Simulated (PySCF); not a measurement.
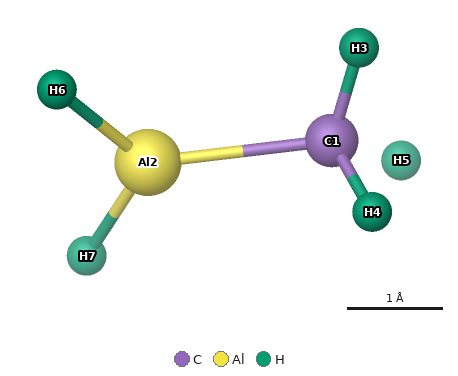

**Figure 1.** The structure as given in the input (ball-and-stick view, seen at an oblique angle; atoms are numbered from 1 in the order of the input). Sticks mark near contacts.

## CH$_{5}$Al: single-point calculation

System: CH$_{5}$Al.
Method: RPA/STO-6G, RHF (PySCF 2.14.0).

A bond length was changed on purpose from its optimised value.

### Input (job.py)
```python
from pyscf import gto
from pyscf.gw.rpa import RPA

mol = gto.M(
    atom='''
C     -1.454088    -0.624794    -0.199241
Al     0.457181     2.160473     1.275123
H     -2.615513    -1.615011     1.192164
H     -2.750251     0.110687    -1.640535
H      0.365473    -2.693805    -1.616850
H     -0.576310     3.617452     3.691516
H      3.049697     3.054880     0.046612
''',
    verbose=4,
    basis='sto-6g',
    charge=0,
    unit='bohr',
    max_memory=1860,
)

calc0 = mol.RHF()
calc0.conv_tol = 1e-10
calc0.kernel()
if not calc0.converged:
    calc0 = calc0.newton().run(calc0.mo_coeff, calc0.mo_occ)

rpa = RPA(calc0, frozen=6)
rpa.kernel()
e_exx = calc0.e_tot
energy = e_exx + rpa.e_corr
print('E(%s) = %.9f' % ('RPA', energy))
```

Hardware: 1 thread of Arm Neoverse V1, 24 GiB of memory available, shared host.

Run as:
```bash
OMP_NUM_THREADS=1 python job.py
```

### The program's output
```
PySCF version 2.14.0

[INPUT] num. atoms = 7
[INPUT] num. electrons = 24
[INPUT] charge = 0
[INPUT] spin (= nelec alpha-beta = 2S) = 0
[INPUT] symmetry False subgroup None
[INPUT] Mole.unit = bohr
[INPUT] Symbol           X                Y                Z      unit          X                Y                Z       unit  Magmom
[INPUT]  1 C     -0.769470232272  -0.330626746320  -0.105433796681 AA   -1.454088000000  -0.624794000000  -0.199241000000 Bohr   0.0
[INPUT]  2 Al     0.241929766466   1.143273076408   0.674766032720 AA    0.457181000000   2.160473000000   1.275123000000 Bohr   0.0
[INPUT]  3 H     -1.384069874465  -0.854627016585   0.630866020479 AA   -2.615513000000  -1.615011000000   1.192164000000 Bohr   0.0
[INPUT]  4 H     -1.455370153510   0.058573037945  -0.868133735717 AA   -2.750251000000   0.110687000000  -1.640535000000 Bohr   0.0
[INPUT]  5 H      0.193399982807  -1.425500216662  -0.855600173476 AA    0.365473000000  -2.693805000000  -1.616850000000 Bohr   0.0
[INPUT]  6 H     -0.304970118425   1.914273159997   1.953466140947 AA   -0.576310000000   3.617452000000   3.691516000000 Bohr   0.0
[INPUT]  7 H      1.613830152611   1.616572878095   0.024666008155 AA    3.049697000000   3.054880000000   0.046612000000 Bohr   0.0

nuclear repulsion = 49.1302193467136
number of shells = 13
number of NR pGTOs = 114
number of NR cGTOs = 19
basis = sto-6g
ecp = {}

******** <class 'pyscf.scf.hf.RHF'> ********
method = RHF
initial guess = minao
damping factor = 0
level_shift factor = 0
DIIS = <class 'pyscf.scf.diis.CDIIS'>
diis_start_cycle = 1
diis_space = 8
diis_damp = 0
SCF conv_tol = 1e-10
SCF conv_tol_grad = None
SCF max_cycles = 50
direct_scf = True
direct_scf_tol = 1e-13
Set gradient conv threshold to 1e-05
Initial guess from minao.
init E= -280.939479765581
  HOMO = -0.257277918613832  LUMO = 0.133602656650408  gap/eV = 10.63640
cycle= 1 E= -281.526144209204  delta_E= -0.587  |g|= 0.189  |ddm|= 2.64
  HOMO = -0.300649602910647  LUMO = 0.304942817246057  gap/eV = 16.47901
cycle= 2 E= -281.544378464028  delta_E= -0.0182  |g|= 0.0523  |ddm|= 0.364
  HOMO = -0.315046136612999  LUMO = 0.308987521124408  gap/eV = 16.98082
cycle= 3 E= -281.54588472639  delta_E= -0.00151  |g|= 0.0196  |ddm|= 0.114
  HOMO = -0.311541091601009  LUMO = 0.311327769018102  gap/eV = 16.94913
cycle= 4 E= -281.546058671612  delta_E= -0.000174  |g|= 0.00229  |ddm|= 0.0369
  HOMO = -0.312229008373346  LUMO = 0.310326074767404  gap/eV = 16.94059
cycle= 5 E= -281.546062505539  delta_E= -3.83e-06  |g|= 0.000731  |ddm|= 0.00493
  HOMO = -0.312268928657246  LUMO = 0.310330519876218  gap/eV = 16.94179
cycle= 6 E= -281.546063101278  delta_E= -5.96e-07  |g|= 0.000149  |ddm|= 0.00229
  HOMO = -0.312291570180103  LUMO = 0.310348950804277  gap/eV = 16.94291
cycle= 7 E= -281.546063127552  delta_E= -2.63e-08  |g|= 2.04e-05  |ddm|= 0.000529
  HOMO = -0.312294812318973  LUMO = 0.310347429570924  gap/eV = 16.94296
cycle= 8 E= -281.54606312792  delta_E= -3.68e-10  |g|= 2.1e-06  |ddm|= 6.03e-05
  HOMO = -0.312295088002163  LUMO = 0.310347726811751  gap/eV = 16.94297
cycle= 9 E= -281.546063127923  delta_E= -3.3e-12  |g|= 2.57e-07  |ddm|= 6.06e-06
  HOMO = -0.312295069152579  LUMO = 0.310347778321444  gap/eV = 16.94297
```

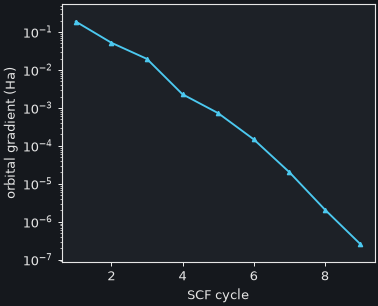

**Figure 2.** Convergence of the self-consistent field: orbital gradient against the SCF cycle. The residual falls at every step.

```
Extra cycle  E= -281.546063127923  delta_E= 1.14e-13  |g|= 8.53e-08  |ddm|= 4.89e-07
converged SCF energy = -281.546063127923
ETB for H: l = 0, exps = 0.200224856 * 2^n , n = 0..8
ETB for C: l = 0, exps = 0.28737311 * 2^n , n = 0..12
ETB for C: l = 1, exps = 0.28737311 * 2^n , n = 0..10
ETB for C: l = 2, exps = 0.28737311 * 2^n , n = 0..7
ETB for Al: l = 0, exps = 0.2041110872 * 2^n , n = 0..15
ETB for Al: l = 1, exps = 0.2041110872 * 2^n , n = 0..13
ETB for Al: l = 2, exps = 0.2041110872 * 2^n , n = 0..10

WARN: Even tempered Gaussians are generated as DF auxbasis for  H C Al

******** <class 'pyscf.gw.rpa.RPA'> ********
method = RPA
nocc = 6  nmo = 13
frozen orbitals = 6
mem_avail = 1734.45  mem_blk = 0.00  auxlen = 244

******** <class 'pyscf.df.df.DF'> ********
auxbasis = auxmol.basis = {'H': [[0, [np.float64(51.257563136), 1]], [0, [np.float64(25.628781568), 1]], [0, [np.float64(12.814390784), 1]], [0, [np.float64(6.407195392), 1]], [0, [np.float64(3.203597696), 1]], [0, [np.float64(1.601798848), 1]], [0, [np.float64(0.800899424), 1]], [0, [np.float64(0.400449712), 1]], [0, [np.float64(0.200224856), 1]]], 'C': [[0, [np.float64(1177.08025856), 1]], [0, [np.float64(588.54012928), 1]], [0, [np.float64(294.27006464), 1]], [0, [np.float64(147.13503232), 1]], [0, [np.float64(73.56751616), 1]], [0, [np.float64(36.78375808), 1]], [0, [np.float64(18.39187904), 1]], [0, [np.float64(9.19593952), 1]], [0, [np.float64(4.59796976), 1]], [0, [np.float64(2.29898488), 1]], [0, [np.float64(1.14949244), 1]], [0, [np.float64(0.57474622), 1]], [0, [np.float64(0.28737311), 1]], [1, [np.float64(294.27006464), 1]], [1, [np.float64(147.13503232), 1]], [1, [np.float64(73.56751616), 1]], [1, [np.float64(36.78375808), 1]], [1, [np.float64(18.39187904), 1]], [1, [np.float64(9.19593952), 1]], [1, [np.float64(4.59796976), 1]], [1, [np.float64(2.29898488), 1]], [1, [np.float64(1.14949244), 1]], [1, [np.float64(0.57474622), 1]], [1, [np.float64(0.28737311), 1]], [2, [np.float64(36.78375808), 1]], [2, [np.float64(18.39187904), 1]], [2, [np.float64(9.19593952), 1]], [2, [np.float64(4.59796976), 1]], [2, [np.float64(2.29898488), 1]], [2, [np.float64(1.14949244), 1]], [2, [np.float64(0.57474622), 1]], [2, [np.float64(0.28737311), 1]]], 'Al': [[0, [np.float64(6688.3121053696), 1]], [0, [np.float64(3344.1560526848), 1]], [0, [np.float64(1672.0780263424), 1]], [0, [np.float64(836.0390131712), 1]], [0, [np.float64(418.0195065856), 1]], [0, [np.float64(209.0097532928), 1]], [0, [np.float64(104.5048766464), 1]], [0, [np.float64(52.2524383232), 1]], [0, [np.float64(26.1262191616), 1]], [0, [np.float64(13.0631095808), 1]], [0, [np.float64(6.5315547904), 1]], [0, [np.float64(3.2657773952), 1]], [0, [np.float64(1.6328886976), 1]], [0, [np.float64(0.8164443488), 1]], [0, [np.float64(0.4082221744), 1]], [0, [np.float64(0.2041110872), 1]], [1, [np.float64(1672.0780263424), 1]], [1, [np.float64(836.0390131712), 1]], [1, [np.float64(418.0195065856), 1]], [1, [np.float64(209.0097532928), 1]], [1, [np.float64(104.5048766464), 1]], [1, [np.float64(52.2524383232), 1]], [1, [np.float64(26.1262191616), 1]], [1, [np.float64(13.0631095808), 1]], [1, [np.float64(6.5315547904), 1]], [1, [np.float64(3.2657773952), 1]], [1, [np.float64(1.6328886976), 1]], [1, [np.float64(0.8164443488), 1]], [1, [np.float64(0.4082221744), 1]], [1, [np.float64(0.2041110872), 1]], [2, [np.float64(209.0097532928), 1]], [2, [np.float64(104.5048766464), 1]], [2, [np.float64(52.2524383232), 1]], [2, [np.float64(26.1262191616), 1]], [2, [np.float64(13.0631095808), 1]], [2, [np.float64(6.5315547904), 1]], [2, [np.float64(3.2657773952), 1]], [2, [np.float64(1.6328886976), 1]], [2, [np.float64(0.8164443488), 1]], [2, [np.float64(0.4082221744), 1]], [2, [np.float64(0.2041110872), 1]]]}
Lowest orbital energy difference:  6.2264e-01
E(RPA) = -281.69078292012  E_corr = -0.142682852438115  E_hf = -281.548100067682
E(RPA) = -281.688745980
```

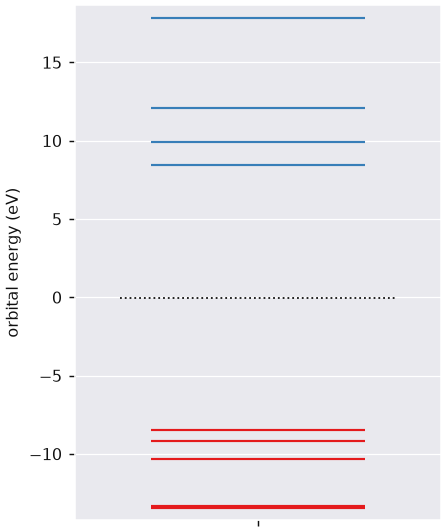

**Figure 3.** Orbital energies near the frontier (SCF reference); the dotted line parts filled from empty levels, and levels within 0.02 eV of each other stand side by side. Highest filled −8.50 eV, lowest empty 8.45 eV, 16.95 eV apart.

### Key numbers

- outcome: converged
- total energy: −281.688746 hartree
- SCF energy: −281.546063 hartree
- correlation energy: −0.142683 hartree
- basis functions: 19
- HOMO of the SCF reference: −8.50 eV
- LUMO of the SCF reference: 8.44 eV
- wall time: 1.1 s
- peak memory: 0.12 GiB
